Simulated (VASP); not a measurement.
Band structure of ZrGe2 (relaxed from the MoSi2 structure, space group I4/mmm). Computed with PBEsol GGA, VASP's PBE PAW potentials (set 64) (plane waves; VASP).

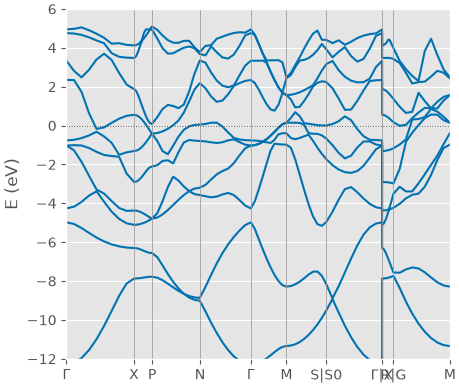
Figure: Bands along high-symmetry lines, zero at the valence-band maximum or, without a gap, the Fermi level

Q: Read the plot: is there a gap, and where are the band edges?

A: It has no gap at this level: it comes out as a metal or semimetal. (Edges off the drawn lines would not show.)

The structure was generated: ZrGe2 was put into the MoSi2 type (I4/mmm), which need not be its known phase. It was relaxed first.
